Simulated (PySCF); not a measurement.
**What a change does: NMR shielding calculation on CH6N2OSi2**

System: CH6N2OSi2, SMILES N#C[SiH2]O[SiH2]N.
Method of the first run: GIAO PBE0/pcSseg-1 NMR shielding, non-relativistic, gas phase (PySCF 2.14.0).

The geometry comes from this level: GFN2-xTB, NEB image 0 of 0 to 8. Text and figures count atoms from 1; the logs count them from 0 in places.

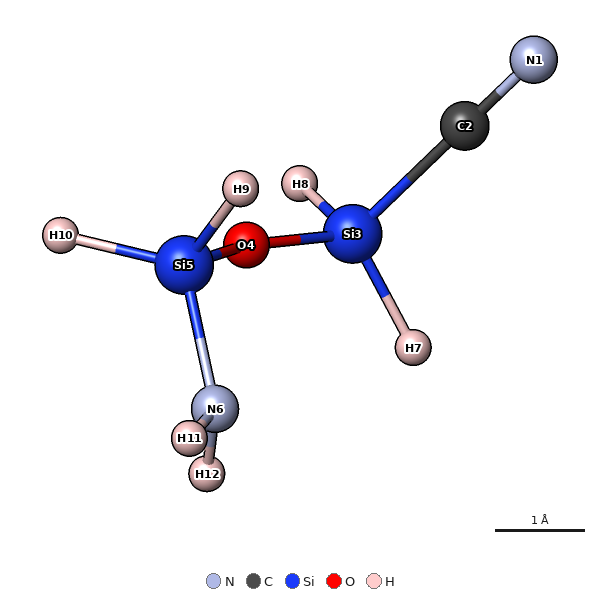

The structure as given in the input (ball-and-stick view, seen at a tilt; atoms are numbered from 1 in the order of the input). Bond lengths as drawn: C–N 1.15 Å, C–Si 1.87 Å, H–N 1.01 Å, H–Si 1.46 Å, N–Si 1.72 Å and O–Si 1.61 to 1.63 Å.

**The input, the first run**
```
{"job": {"kind": "nmr", "xc": "PBE0", "basis": "pcSseg-1", "pop": false}, "charge": 0, "multiplicity": 1}
N     -3.177000     1.847200    -0.440900
C     -2.567700     0.877600    -0.414900
Si    -1.589400    -0.718800    -0.376400
O     -0.232900    -0.479600     0.450600
Si     1.164900     0.250800     0.871800
N      2.212600     0.079400    -0.479400
H     -1.290200    -1.069200    -1.763400
H     -2.354200    -1.699000     0.388500
H      0.934400     1.677100     1.054600
H      1.515000    -0.475400     2.093800
H      3.117300     0.518600    -0.458500
H      2.268600    -0.809300    -0.951600
```

The first line tells a small driver script what to run in PySCF; the rest is the geometry in Å.

Launched with:
```bash
OMP_NUM_THREADS=1 python <driver script> task.json out
```

Hardware: 1 CPU thread, shared host.

**Output (the first run)**
```
coarse grid: 11264 points
cycle   1  E = -804.7913278169  dE =  6.263e-01  |g| = 8.736e-01  |ddm| = 3.241e+00
cycle   2  E = -804.5168442309  dE =  2.745e-01  |g| = 1.462e+00  |ddm| = 1.677e+00
cycle   3  E = -804.9260021385  dE = -4.092e-01  |g| = 2.117e-01  |ddm| = 1.166e+00
cycle   4  E = -804.9334169992  dE = -7.415e-03  |g| = 9.996e-02  |ddm| = 1.561e-01
cycle   5  E = -804.9353881328  dE = -1.971e-03  |g| = 2.886e-02  |ddm| = 7.457e-02
cycle   6  E = -804.9355537322  dE = -1.656e-04  |g| = 6.576e-03  |ddm| = 2.356e-02
cycle   7  E = -804.9355622736  dE = -8.541e-06  |g| = 1.256e-03  |ddm| = 5.978e-03
final grid: 100488 points
cycle   8  E = -804.9757311114  dE = -4.209e-06  |g| = 1.060e-02  |ddm| = 1.615e-02
cycle   9  E = -804.9756986668  dE =  3.244e-05  |g| = 1.686e-02  |ddm| = 1.797e-02
cycle  10  E = -804.9757510642  dE = -5.240e-05  |g| = 1.738e-03  |ddm| = 1.137e-02
cycle  11  E = -804.9757516860  dE = -6.218e-07  |g| = 4.059e-04  |ddm| = 1.102e-03
cycle  12  E = -804.9757517167  dE = -3.066e-08  |g| = 1.267e-04  |ddm| = 3.111e-04
cycle  13  E = -804.9757517197  dE = -2.980e-09  |g| = 3.482e-05  |ddm| = 1.075e-04
cycle  14  E = -804.9757517199  dE = -2.321e-10  |g| = 6.086e-06  |ddm| = 2.889e-05
converged SCF energy = -804.9757517199

GIAO shielding tensors (ppm)
atom      isotropic    diamagn.    paramagn.     s11        s22        s33       span
  0 N      -91.864     337.833    -429.697   -289.500   -281.087    294.996    584.496
  1 C       61.823     262.999    -201.176    -53.111    -48.821    287.402    340.513
  2 Si     413.800     879.240    -465.440    357.549    412.169    471.683    114.134
  3 O      302.448     398.995     -96.547    256.850    300.330    350.165     93.315
  4 Si     380.656     880.184    -499.528    366.854    370.944    404.169     37.316
  5 N      246.565     317.778     -71.213    205.829    254.661    279.204     73.375
  6 H       26.497      29.066      -2.569     23.101     25.224     31.165      8.064
  7 H       26.584      27.618      -1.033     23.110     24.935     31.708      8.598
  8 H       26.513      30.758      -4.245     23.352     24.722     31.464      8.113
  9 H       26.302      29.294      -2.992     22.437     24.725     31.742      9.305
 10 H       31.445      29.612       1.834     24.660     26.338     43.339     18.679
 11 H       31.064      31.869      -0.806     24.070     28.183     40.939     16.869
```

For the second run the input was changed thus:
```diff
-N     -3.177000     1.847200    -0.440900
-C     -2.567700     0.877600    -0.414900
-Si    -1.589400    -0.718800    -0.376400
-O     -0.232900    -0.479600     0.450600
-Si     1.164900     0.250800     0.871800
-N      2.212600     0.079400    -0.479400
-H     -1.290200    -1.069200    -1.763400
-H     -2.354200    -1.699000     0.388500
-H      0.934400     1.677100     1.054600
-H      1.515000    -0.475400     2.093800
-H      3.117300     0.518600    -0.458500
-H      2.268600    -0.809300    -0.951600
+N     -2.450000     1.855700    -1.364600
+C     -2.149900     0.850000    -0.905600
+Si    -1.672600    -0.798600    -0.156300
+O     -0.198000    -0.703400     0.472700
+Si     1.203300    -0.018900     0.954000
+N      1.965900     0.564400    -0.467700
+H     -1.627900    -1.776800    -1.240900
+H     -2.607800    -1.074600     0.930900
+H      0.910900     1.137900     1.790500
+H      1.842000    -1.130700     1.662100
+H      2.819700     1.090600    -0.396600
+H      1.965600     0.003700    -1.304600
```

What does this change do to the results?

With the same method and basis, the second run lies 0.22 kcal/mol higher. The HOMO goes from −7.78 to −7.71 eV. The dipole moment goes from 4.69 to 3.77 D. Of all shieldings, the largest change is that of O4, by +0.9 ppm. The number of SCF iterations is the same.

**Output (the second run)**
```
coarse grid: 11264 points
cycle   1  E = -804.7906455020  dE =  6.291e-01  |g| = 8.743e-01  |ddm| = 3.242e+00
cycle   2  E = -804.5153081901  dE =  2.753e-01  |g| = 1.464e+00  |ddm| = 1.672e+00
cycle   3  E = -804.9253363950  dE = -4.100e-01  |g| = 2.129e-01  |ddm| = 1.161e+00
cycle   4  E = -804.9328502698  dE = -7.514e-03  |g| = 1.002e-01  |ddm| = 1.569e-01
cycle   5  E = -804.9348351033  dE = -1.985e-03  |g| = 2.834e-02  |ddm| = 7.404e-02
cycle   6  E = -804.9349947298  dE = -1.596e-04  |g| = 6.576e-03  |ddm| = 2.367e-02
cycle   7  E = -804.9350032749  dE = -8.545e-06  |g| = 1.237e-03  |ddm| = 6.044e-03
final grid: 100488 points
cycle   8  E = -804.9753822517  dE = -6.260e-06  |g| = 1.023e-02  |ddm| = 1.538e-02
cycle   9  E = -804.9753523267  dE =  2.992e-05  |g| = 1.623e-02  |ddm| = 1.744e-02
cycle  10  E = -804.9754006548  dE = -4.833e-05  |g| = 1.662e-03  |ddm| = 1.102e-02
cycle  11  E = -804.9754012163  dE = -5.615e-07  |g| = 4.280e-04  |ddm| = 1.065e-03
cycle  12  E = -804.9754012510  dE = -3.476e-08  |g| = 1.221e-04  |ddm| = 3.175e-04
cycle  13  E = -804.9754012538  dE = -2.787e-09  |g| = 3.704e-05  |ddm| = 1.143e-04
cycle  14  E = -804.9754012541  dE = -2.601e-10  |g| = 6.379e-06  |ddm| = 2.894e-05
converged SCF energy = -804.9754012541

GIAO shielding tensors (ppm)
atom      isotropic    diamagn.    paramagn.     s11        s22        s33       span
  0 N      -92.194     338.343    -430.537   -290.091   -279.985    293.493    583.584
  1 C       61.376     263.565    -202.189    -54.767    -48.333    287.228    341.994
  2 Si     413.923     879.296    -465.373    353.922    416.058    471.790    117.868
  3 O      303.362     398.907     -95.545    259.496    295.757    354.834     95.337
  4 Si     381.149     880.177    -499.029    366.496    371.635    405.315     38.819
  5 N      246.480     318.729     -72.249    203.098    254.887    281.454     78.356
  6 H       26.589      28.482      -1.893     23.324     24.903     31.541      8.217
  7 H       26.556      27.570      -1.015     23.158     24.820     31.688      8.530
  8 H       26.550      30.381      -3.832     23.521     24.387     31.740      8.219
  9 H       26.309      29.040      -2.731     22.526     24.603     31.797      9.272
 10 H       31.428      30.188       1.239     24.588     26.287     43.408     18.820
 11 H       31.013      32.820      -1.807     24.142     28.071     40.828     16.686
```

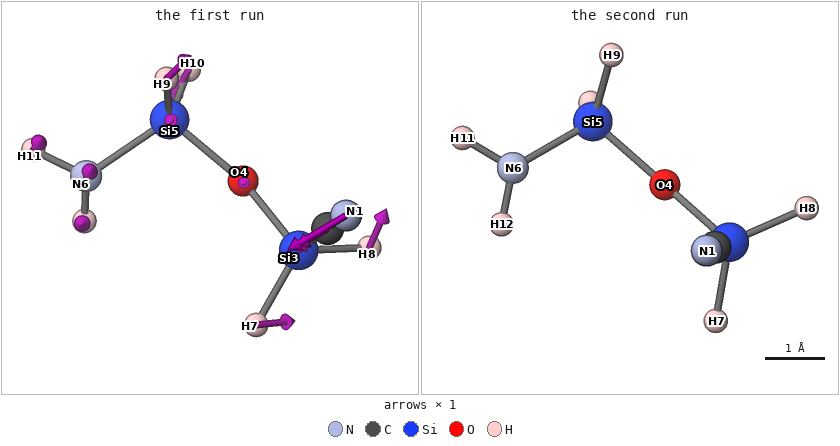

The two input geometries at one scale (ball-and-stick view, seen at a tilt). The pink arrows on the first give the shifts of the atoms after the best rigid fit, at true length. The atom that moves furthest after the best rigid fit is an N atom (1.17 Å). Largest moves by element: N 1.17 Å, H 0.95 Å, C 0.64 Å, Si 0.29 Å, O 0.23 Å.

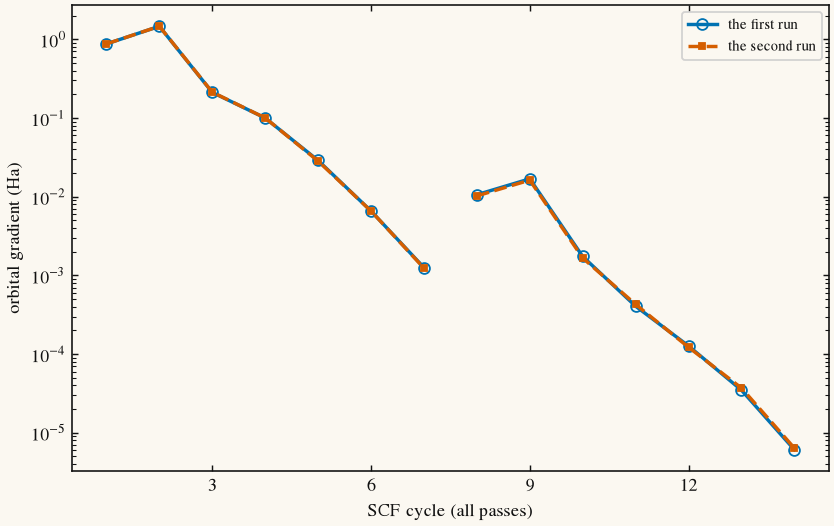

Convergence of the two runs: orbital gradient against the SCF cycle. A break in a curve parts two SCF passes (coarse and final grid). The first run takes 14 cycles in all, and the second run takes 14.

**The two runs side by side**

```csv
quantity,the first run,the second run
outcome,converged,converged
total energy (hartree),−804.975752,−804.975401
HOMO (eV),−7.78,−7.71
LUMO (eV),−0.77,−0.77
dipole moment (D),4.69,3.77
shielding of N1 (ppm),−91.9,−92.2
shielding of C2 (ppm),61.8,61.4
shielding of Si3 (ppm),413.8,413.9
shielding of O4 (ppm),302.4,303.4
shielding of Si5 (ppm),380.7,381.1
shielding of N6 (ppm),246.6,246.5
shielding of H7 (ppm),26.5,26.6
SCF iterations,14,14
basis functions,146,146
wall time (shared host),34 s,33 s
```
